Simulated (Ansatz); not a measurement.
Structure of K:

```cif
data_structure
_symmetry_space_group_name_H-M 'Im-3m'
_symmetry_Int_Tables_number 229
_cell_length_a 5.2841
_cell_length_b 5.2841
_cell_length_c 5.2841
_cell_angle_alpha 90.000
_cell_angle_beta 90.000
_cell_angle_gamma 90.000
_cell_volume 147.54
loop_
_atom_site_label
_atom_site_type_symbol
_atom_site_symmetry_multiplicity
_atom_site_Wyckoff_symbol
_atom_site_fract_x
_atom_site_fract_y
_atom_site_fract_z
_atom_site_occupancy
K1 K 2 a 0.00000 0.00000 0.00000 1
```

Basis of the simulation: the input geometry of an electronic-structure calculation (not necessarily at equilibrium).

> Predict the first 5 clear peaks of the X-ray G(r) with σ = 0.08 Å, and name the atom pairs.

1. 4.58 Å: K–K at 4.58 Å
2. 5.28 Å: K–K at 5.28 Å
3. 7.47 Å: K–K at 7.47 Å
4. 8.76 Å: K–K at 8.76 Å
5. 9.15 Å: K–K at 9.15 Å

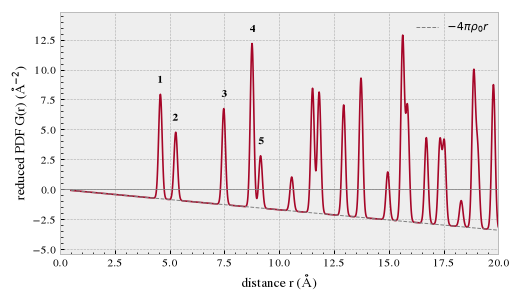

The curve is a calculated X-ray PDF: distances of the static structure, each pair weighted by the product of the atomic numbers (X-ray weights at Q = 0), broadened by Gaussians with σ = 0.08 Å.
